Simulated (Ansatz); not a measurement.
Geometry optimisation.

```
crystal:
  lattice:
    - [5.262522, 0.0, 0.0]
    - [0.0, 5.262522, 0.0]
    - [0.0, 0.0, 5.262522]
  atoms:
    - { symbol: Sn, position: [0.0, 0.0, 0.0] }
    - { symbol: Cd, position: [0.25, 0.25, 0.25] }
    - { symbol: Cd, position: [0.75, 0.75, 0.25] }
    - { symbol: Cd, position: [0.25, 0.75, 0.75] }
    - { symbol: Cd, position: [0.75, 0.25, 0.75] }
  symmetry: { tolerance: 0.0003 }
kpoints:
  mp_grid: { grid: [4, 4, 4], shift: [0, 0, 0] }
magnetization:
  spin_polarized: false
scf:
  occupations: { method: fermi_dirac }
  convergence: { dr2_threshold: 1.0e-11 }
hamiltonian:
  pseudopotentials: { kind: paw }
  xc: pbe
basis:
  ecutwfc: 420
  ecutrho_ratio: 4
output:
  forces: true
  stress: true
  eigenvalues: true
relax:
  max_steps: 40
  cell: {}
```

Launched with:
```bash
ansatz run input.yaml --threads 1 --pin off --max-ram 2560MiB --backend cpu --events-out ev --progress --plain --runs-dir out
```

Q: How does the optimisation go?

A: The optimisation met its thresholds at geometry 7, counting the start as the first. The energy fell by about 1100 meV/atom from the first step to the last. The largest force component goes from about 4.1 eV/Å at the start to 1.6 × 10⁻⁴ eV/Å at the end. The volume grows from 29.1 to 30.0 Å³ per atom (+3 %), as the pressure goes from 18 GPa to about 0 GPa.

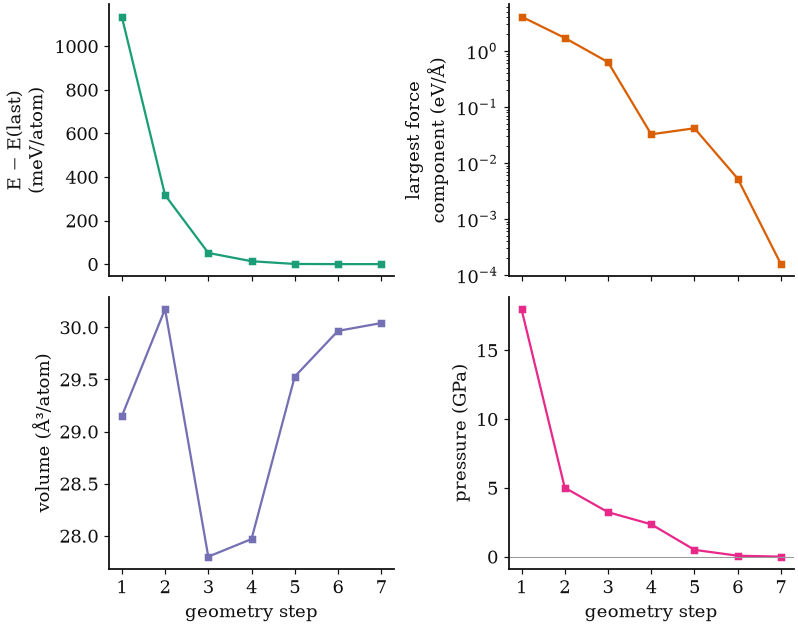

History of the run, step by step. Atoms and cell relax. A closing SCF on a freshly chosen basis isn't drawn.
